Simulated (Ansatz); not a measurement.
**C2F3N (SMILES N#CC(F)(F)F): BHLYP/cc-pVDZ**

What is the electronic atomisation energy of C2F3N at BHLYP/cc-pVDZ? 

The calculation is run with Ansatz 0.2.0.

51 further runs of the same task are left out: 12 that didn't finish, 39 set aside as unsound or not needed.

## Step 1: The system as given

C2F3N: 6 atoms, total charge 0, spin state singlet. SMILES: `N#CC(F)(F)F`. The shape is that of a PBE0-D4/def2-TZVP optimisation.

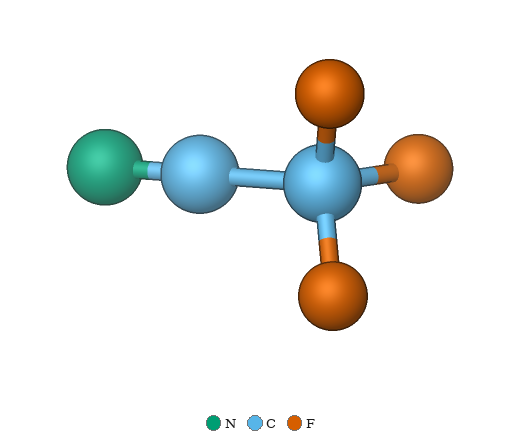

The structure, seen from a chosen angle (nitrogen teal, carbon blue, fluorine orange).

## Step 2: The energy at BHLYP/cc-pVDZ

molecule.yaml reads:

```yaml
crystal:
  periodic: [false, false, false]
  atoms:
    - {symbol: "N", position_ang: [1.022100, -1.705100, 0.893500]}
    - {symbol: C, position_ang: [0.486200, -0.810600, 0.417800]}
    - {symbol: C, position_ang: [-0.206400, 0.345600, -0.197200]}
    - {symbol: F, position_ang: [-1.316000, -0.055800, -0.802300]}
    - {symbol: F, position_ang: [0.581500, 0.927000, -1.091500]}
    - {symbol: F, position_ang: [-0.525200, 1.234800, 0.733600]}
basis:
  gaussian:
    orbitals: cc-pVDZ
accuracy: high
hamiltonian:
  xc: {name: BHLYP}
output:
  orbitals: {seedname: orbitals}
```

Launch:

```bash
$ ansatz run molecule.yaml --threads 1 --pin off --max-ram 3480MiB --events-out events.jsonl --progress --plain --runs-dir runs
```

Output:

```text
Warning: RAYON_NUM_THREADS=1 ignored (pool sized by the plan → 1); use --threads N
Functional definition: BHLYP
  name "BHLYP"
  parameter a = 0.5
  exchange = (1 - a)*b88_x + a*exact_x
  correlation = lyp_c
1829 factors; integrals over basis functions are off by at most 2.6e-9 eV
mean field evaluation 1: about -11703.5846 eV, gradient 5.2e1 eV
mean field evaluation 2: about -11698.6245 eV, gradient 7.3e1 eV
mean field evaluation 4: about -11708.4343 eV, gradient 3.3e0 eV
mean field evaluation 8: about -11708.9862 eV, gradient 4.9e-1 eV
mean field evaluation 16: about -11708.9866 eV, gradient 4.5e-5 eV
mean field -11708.98662746 eV, -430.2973219229 hartree, gradient 3.4e-8 eV, S^2 0.000000; 0 other end points of the search recorded, 0 dependent functions left out
reference -11708.98664512 eV, -430.2973225721 hartree; 23, 23 occupied and 61, 61 virtual orbitals, 1829 factors
Total energy: -11708.98664512 eV, -430.2973225721 hartree
```

Wall time 11 s (1 thread of Arm Neoverse N1, shared host); peak memory 0.26 GiB.

## Step 3: The C atom

input.yaml reads:

```yaml
crystal:
  periodic: [false, false, false]
  atoms:
    - {symbol: C, position_ang: [0.000000, 0.000000, 0.000000]}
basis:
  gaussian: {orbitals: cc-pVDZ}
magnetization: {spin_polarized: true, initial_magnetization: 2}
hamiltonian: {xc: {name: BHLYP}}
accuracy: high
```

Run the same way, it converges to -37.84127 Eh (log not shown).

## Step 4: The F atom at the same level

input.yaml reads:

```yaml
crystal:
  periodic: [false, false, false]
  atoms:
    - {symbol: F, position_ang: [0.000000, 0.000000, 0.000000]}
basis:
  gaussian: {orbitals: cc-pVDZ}
hamiltonian: {xc: {name: BHLYP}}
accuracy: high
magnetization: {spin_polarized: true, initial_magnetization: 1}
```

Run the same way, it converges to -99.70476 Eh (log not shown).

## Step 5: The N atom, same level

in.yaml reads:

```yaml
crystal:
  periodic: [false, false, false]
  atoms:
    - {symbol: "N", position_ang: [0.000000, 0.000000, 0.000000]}
basis:
  gaussian:
    orbitals: cc-pVDZ
magnetization:
  spin_polarized: true
  initial_magnetization: 3
hamiltonian:
  xc: {name: BHLYP}
accuracy: high
```

Run the same way, it converges to -54.57788 Eh (log not shown).

## Step 6: Summary of results

At BHLYP/cc-pVDZ:

```
                     quantity          value
       molecule: total energy  -430.29732 Eh
        molecule: HOMO energy      -12.28 eV
        molecule: LUMO energy        0.77 eV
      molecule: HOMO–LUMO gap       13.05 eV
         C atom: total energy   -37.84127 Eh
                 C atom: ⟨S²⟩          2.003
         F atom: total energy   -99.70476 Eh
                 F atom: ⟨S²⟩          0.751
         N atom: total energy   -54.57788 Eh
                 N atom: ⟨S²⟩          3.752
electronic atomisation energy      25.106 eV
```

What this shows: Taking the molecule apart into free atoms costs 25.11 eV (579 kcal/mol), before zero-point energy and without spin-orbit coupling.
